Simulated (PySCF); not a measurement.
# C$_{7}$H$_{6}$NSi (SMILES N#Cc1ccc([SiH2])cc1) (doublet): what the fields show

```tsv
atom	x (Å)	y (Å)	z (Å)
N	-4.1605	0.6099	-0.5917
C	-3.0341	0.4425	-0.4303
C	-1.6591	0.2390	-0.2341
C	-1.0307	0.7109	0.9292
C	0.3126	0.5144	1.1147
C	1.0975	-0.1605	0.1543
Si	2.8904	-0.4183	0.4058
C	0.4463	-0.6281	-1.0083
C	-0.8964	-0.4352	-1.2009
H	-1.6199	1.2292	1.6722
H	0.7848	0.8828	2.0148
H	3.6821	-1.1049	-0.5947
H	3.5425	0.0725	1.6030
H	1.0226	-1.1492	-1.7602
H	-1.3825	-0.7971	-2.0956
```

Geometry: GFN2-xTB.

Computed with PySCF 2.14.0, density-fitted response routines, UKS B3LYP, pcH-1 on C H N Si, non-relativistic, mean-field spin-orbit, GIAO.

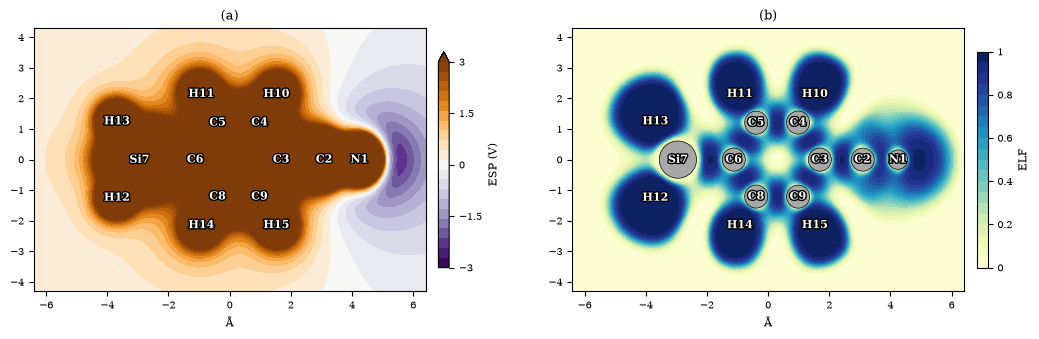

Figure 1. (a) molecular electrostatic potential; (b) ELF on the molecular plane. Grey discs cover the atomic cores in the ELF map.

**What do the fields say about this system?**

- Atoms in the plane: N, C, Si and H.
- C–N (1.15 Å): the ELF peaks at about 0.90 between the atoms; a short, multiple covalent bond.
- C–C (1.37 Å): the ELF peaks at about 0.95 between the atoms: a covalent bond.
- C–Si (1.83 Å): the ELF peaks at about 0.95 between the atoms: a shared electron pair.
- C–H (1.08 Å): the ELF climbs to about 1 towards the hydrogen, as it does in any bond to H (a covalent bond by its length).
- C–C (1.41 Å): the ELF peaks at about 0.95 between the atoms, as expected for a covalent bond.
- The ELF also peaks beside N1, away from the bonds: non-bonding electrons, paired or unpaired.
- Outside the dense part of the molecule the potential is most negative (−2.3 V) near N1.

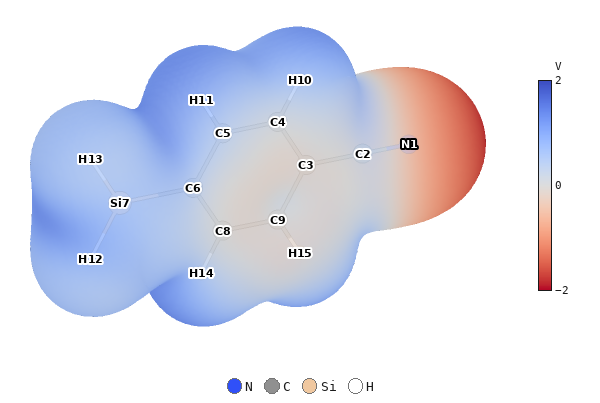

Figure 2. The electrostatic potential painted on the density surface at 0.002 e/bohr³, seen at a tilt; the colour scale runs from red (negative) to blue (positive).

**Describe the electrostatic potential map.**

The most negative region (about −1.9 V, or −44 kcal/mol for a unit charge) lies over N1, the most positive (about +1.3 V, or +30 kcal/mol for a unit charge) over Si7, H11 and H14. N1 is the likeliest acceptor of a hydrogen bond.
